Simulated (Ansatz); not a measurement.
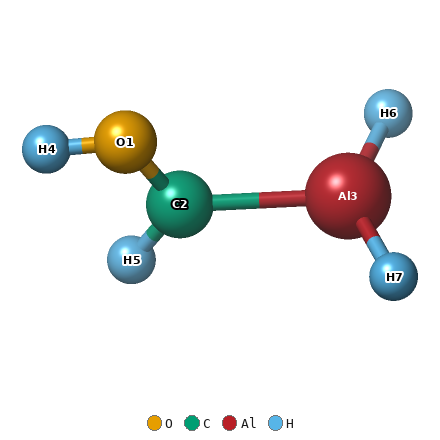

The system is CH4AlO, SMILES [OH+]=[CH][AlH2], charge +1; the picture shows the reference structure. First axis: angle Al3–C2–O1. Second axis: angle H5–C2–O1. Nothing is relaxed (all other coordinates rigid). The grid has 13 × 13 points. Points are written as (first, second). Energies are in eV, from the lowest grid point. Computed with RKS PBE0-D4/def2-TZVP in Ansatz.

Its coordinates:

```xyz
7

O    -1.3358   -0.7795   -0.1994
C    -0.3956    0.0010   -0.5221
Al    1.1506    0.3475    0.8185
H    -2.0391   -0.9076   -0.8677
H    -0.4848    0.4448   -1.5255
H     0.8067    1.5818    1.7147
H     2.2981   -0.6879    0.5816
```

Range: angle Al3–C2–O1 from 84.5 to 154.5°; angle H5–C2–O1 from 79.9 to 149.9°.

### What will the energy surface look like?

The lowest grid point is at (119.5°, 114.9°). No other kind of well shows on this grid. The highest grid point, (154.5°, 149.9°), lies 2.57 eV above the lowest. Round the minimum the valley is somewhat tilted: raising angle Al3–C2–O1 shifts the best value of angle H5–C2–O1 downwards (coupling k₁₂/√(k₁₁k₂₂) about 0.2).

```
angle H5–C2–O1 ↓, angle Al3–C2–O1 →  84.5  90.3  96.2  102.0  107.8  113.7  119.5  125.3  131.2  137.0  142.8  148.7  154.5
                              149.9  1.28  1.19  1.12   1.08   1.08   1.12   1.20   1.32   1.49   1.69   1.94   2.23   2.57
                              144.1  1.03  0.93  0.85   0.79   0.78   0.80   0.86   0.96   1.10   1.27   1.48   1.73   2.02
                              138.3  0.82  0.71  0.62   0.55   0.52   0.52   0.56   0.64   0.76   0.91   1.09   1.31   1.55
                              132.4  0.65  0.53  0.43   0.36   0.31   0.30   0.32   0.38   0.48   0.60   0.76   0.95   1.16
                              126.6  0.53  0.40  0.30   0.22   0.16   0.14   0.15   0.19   0.27   0.37   0.51   0.67   0.86
                              120.8  0.46  0.34  0.23   0.14   0.08   0.04   0.04   0.07   0.13   0.21   0.33   0.47   0.64
                              114.9  0.46  0.34  0.22   0.13   0.06   0.01   0.00   0.01   0.06   0.13   0.23   0.35   0.50
                              109.1  0.53  0.40  0.29   0.19   0.12   0.06   0.04   0.04   0.08   0.13   0.22   0.32   0.45
                              103.3  0.68  0.55  0.44   0.34   0.26   0.20   0.17   0.16   0.18   0.23   0.29   0.39   0.50
                               97.4  0.92  0.80  0.68   0.58   0.49   0.43   0.39   0.38   0.39   0.42   0.48   0.56   0.65
                               91.6  1.26  1.14  1.03   0.92   0.83   0.76   0.72   0.70   0.70   0.72   0.77   0.84   0.92
                               85.8  1.72  1.60  1.48   1.38   1.29   1.21   1.16   1.14   1.13   1.15   1.19   1.24   1.32
                               79.9  2.32  2.20  2.08   1.97   1.88   1.80   1.75   1.72   1.71   1.72   1.75   1.80   1.86
```

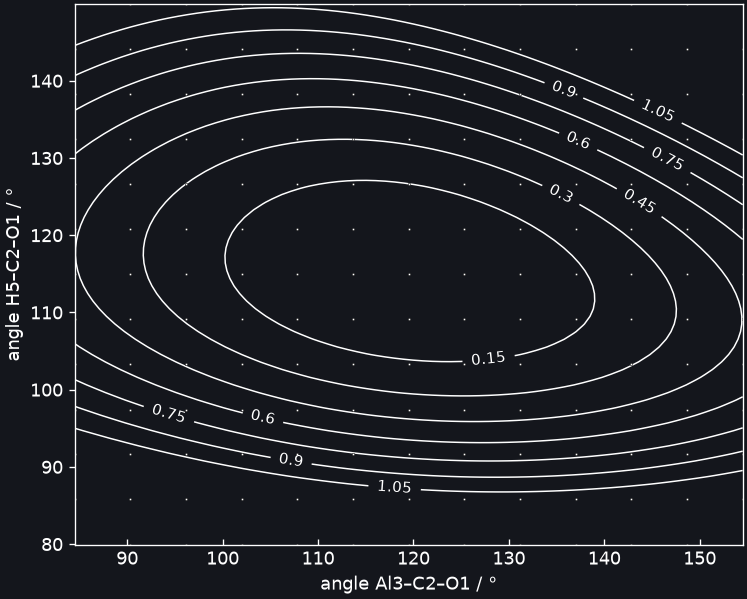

Drawn: contour lines labelled in eV (none above 1.05), dots at the grid points. Between grid points the surface is interpolated.

Each point was launched as `ansatz run input.yaml --threads 1 --pin off --max-ram 2560MiB --backend cpu --events-out ev --progress --plain --runs-dir out`. The whole map (169 points run) took 9.1 min on 1 thread of Arm Neoverse V1, on a shared host.
